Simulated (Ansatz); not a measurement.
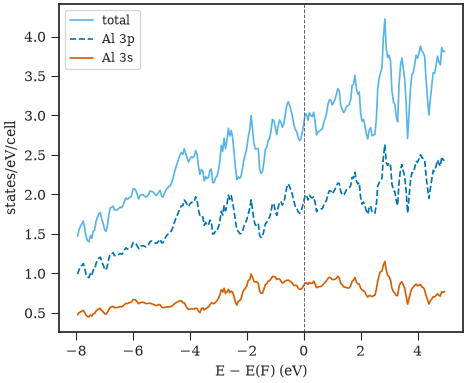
Figure. Total and projected density of states of Al in space group P6/mmm (No. 191; Al on 2e, Al on 2d, Al on 3f), DFT-PBEsol in the program Ansatz with PAW potentials

Task: Which orbitals carry the states next to the Fermi level?

Result: Within 0.5 eV of the Fermi level: Al 3p 66 %, Al 3s 29 %. Projections are on Löwdin-orthogonalised atomic valence shells; empty p or d shells of many metals are not among them.

Task: Where is the tallest occupied peak in this window, and what makes it?

Result: Near -0.5 eV, about 3.2 states/eV per cell; the largest projected share is Al 3p.

The start of the workflow was typed in or built on a structure type; neither database checked (COD, Materials Project) lists it. It is not the phase usual at ambient conditions (space group No. 225). Symmetry was held in the PBEsol relaxation. At this level the phase is mechanically unstable.

Potentials: the later of the program's two PAW sets.
